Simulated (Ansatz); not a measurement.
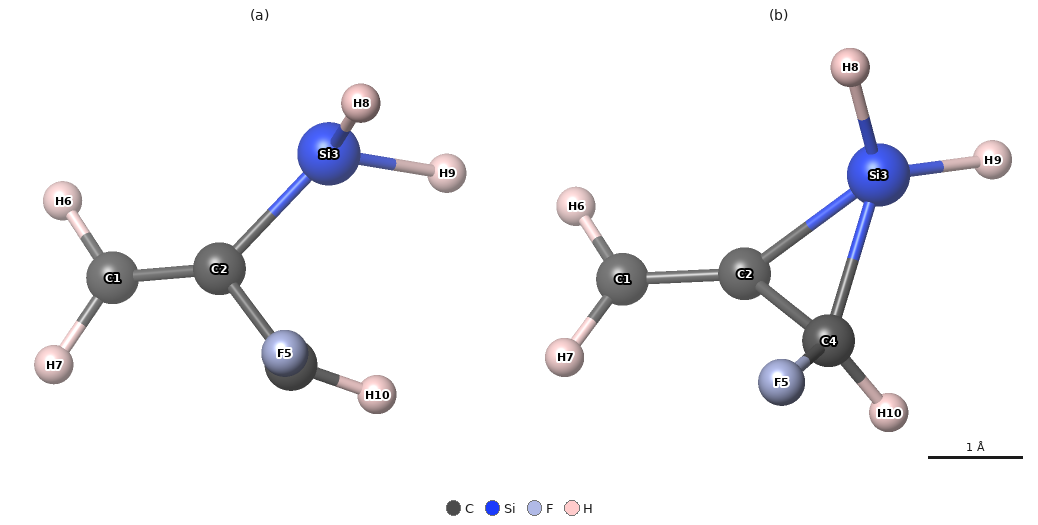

The structure of C$_{3}$H$_{5}$FSi before (left) and after (right) a relaxation, at one scale.

Style: ball-and-stick. Shown from a free direction.

The run prepares an end point of a later path (torsion) calculation, from a guessed geometry.

The calculation used Ansatz 0.2.0, RKS r2SCANh-D4/def2-SVP. (no spin polarisation; force threshold 0.015 eV/Å; at most 40 steps)

Summarise the run.

Answer. The atom that moves furthest after the best rigid fit is H8 (0.56 Å). Largest moves by element: H 0.56 Å, F 0.45 Å, Si 0.42 Å, C 0.32 Å. Some distances before and after: Si3–C4 2.354 → 1.903 Å, C2–Si3 1.698 → 1.841 Å, C4–F5 1.449 → 1.366 Å, C4–H10 1.024 → 1.102 Å. Bond angles that change, for instance: Si3–C2–C4 96.3° → 68.9°, C1–C2–Si3 134.7° → 147.1°, C2–Si3–H9 114.9° → 123.3°. After 14 accepted moves (17 points after the start) the energy has fallen by 201.0 kJ/mol. Largest force component: 5.6 eV/Å at the start, 0.009 eV/Å at the end. The line search rejected the trial steps at points 7, 12, 16 of the run. The run took 64 s on 2 threads of Arm Neoverse V2, with other jobs on the host, peak memory 0.23 GiB.
